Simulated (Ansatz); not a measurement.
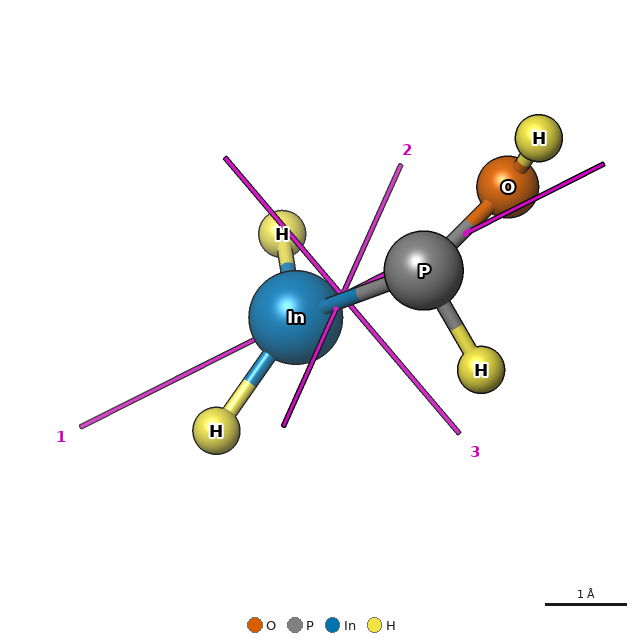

The three principal axes of inertia are drawn and numbered. Distant atoms are faded towards the background colour. Computed geometry: PBE0-D4/def2-TZVP optimisation. Masses are those of the most abundant isotopes; constants are for the rigid equilibrium geometry.

Which line is the a axis (least moment of inertia), which b and which c?

Answer. a is line 1, b is line 2, c is line 3; the moments are 32.5, 263, 291 u Å².

What kind of rotor is it, and what are its rotational constants in MHz?

Answer. An asymmetric top (C1): A = 15542, B = 1919, C = 1736 MHz. Ray's parameter κ is −0.97, close to the prolate limit.
